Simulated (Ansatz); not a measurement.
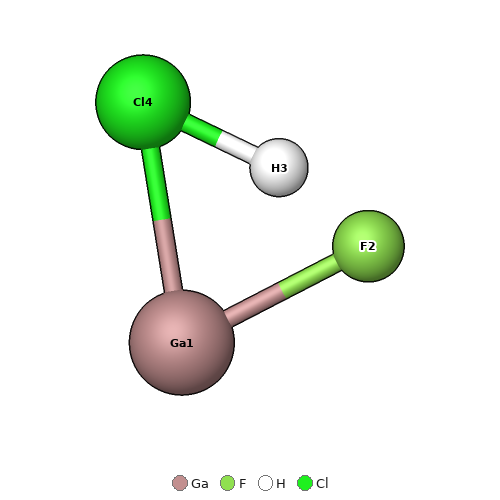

The system is the reacting system ClFGaH (fragments ClFGaH where the first distance is long, ClGa + FH where the second is long); the picture shows the reference structure. First axis: distance F2–H3 (bond that forms). Second axis: distance Ga1–H3 (bond that breaks). Relaxed at each point: all other coordinates. The scan uses a 10 × 10 grid. Points are written as (first, second). Energies are in kJ/mol, from the lowest grid point. Energies and slopes of some neighbouring points disagree (a jump in structure or state, or too coarse a mesh). The reference is spin-restricted, so regions where a bond is pulled apart into radicals lie too high. These are results of RKS r2SCAN0-D4/def2-SVP (Ansatz 0.2.0), not measurements.

Its coordinates:

```yaml
atoms:
  - { symbol: Ga, position_ang: [-0.8615, -1.1464, -0.0027] }
  - { symbol: F, position_ang: [0.0600, 0.2867, -1.2776] }
  - { symbol: H, position_ang: [0.3421, 0.4760, -0.1202] }
  - { symbol: Cl, position_ang: [0.4593, 0.3837, 1.4006] }
```

Range: distance F2–H3 (bond that forms) from 0.819 to 2.619 Å; distance Ga1–H3 (bond that breaks) from 1.377 to 2.877 Å.

Predict the map.

Answer. The lowest grid point is at (0.934 Å, 2.473 Å). Other grid points that lie below all their neighbours: (1.682 Å, 2.672 Å) (29 kJ/mol higher). The highest grid point, (0.819 Å, 1.377 Å), lies 323 kJ/mol above the lowest.

```tsv
second ↓, first →	0.819	0.934	1.094	1.275	1.472	1.682	1.903	2.134	2.373	2.619
2.877	49	6	52	64	40	31	30	33	39	47
2.672	47	1	40	58	36	29	30	37	46	55
2.473	49	0	28	45	32	30	35	45	55	64
2.281	56	4	21	35	34	37	46	57	68	75
2.096	73	17	26	40	46	53	64	75	83	86
1.921	101	43	46	61	70	79	89	97	100	97
1.757	144	83	83	97	107	115	122	125	122	115
1.606	203	140	138	151	159	164	166	163	154	144
1.473	253	214	211	222	228	228	224	214	200	188
1.377	323	241	284	294	297	293	283	268	251	236
```

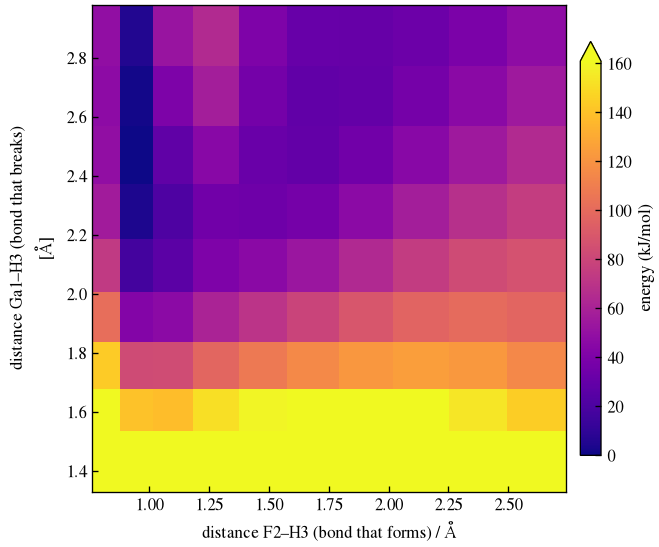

In the figure: one coloured cell a grid point, one colour for all values above the top of the scale.

The whole map (100 points run) took 21 min on 1 thread of Arm Neoverse V1, on a shared host.
